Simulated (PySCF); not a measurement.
C6H9O, SMILES C1[CH]CCCC1=O, doublet at its GFN2-xTB optimised geometry (Å):

```
16

O     -0.8013     1.5634     0.0000
C     -0.1166     0.5663     0.0000
C     -0.6981    -0.8385     0.1647
C     -0.3050    -0.9205     1.5781
C      1.1380    -1.0771     1.8703
C      1.8700     0.2029     1.4092
C      1.3989     0.5663     0.0000
H     -1.7728    -0.8391     0.0034
H     -0.1946    -1.5634    -0.4728
H     -0.9710    -0.5434     2.3344
H      1.3136    -1.2409     2.9332
H      1.5458    -1.9259     1.3119
H      1.6219     1.0200     2.0891
H      2.9512     0.0525     1.4297
H      1.7552     1.5584    -0.2784
H      1.7728    -0.1648    -0.7198
```

Method: unrestricted PBE0/def2-TZVP in PySCF. Cells within 0.4 Å of a nucleus heavier than hydrogen are left out (blank, or x).

Map of the electrostatic potential (hartree/e), clipped to [-0.08, 0.12] on the plane z = 1.2 Å:

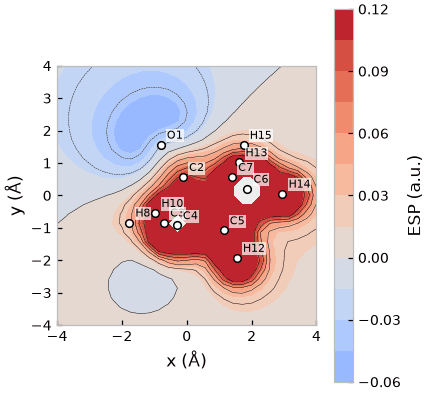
Figure. Electrostatic potential (hartree/e), clipped to [-0.08, 0.12] on the plane z = 1.2 Å.
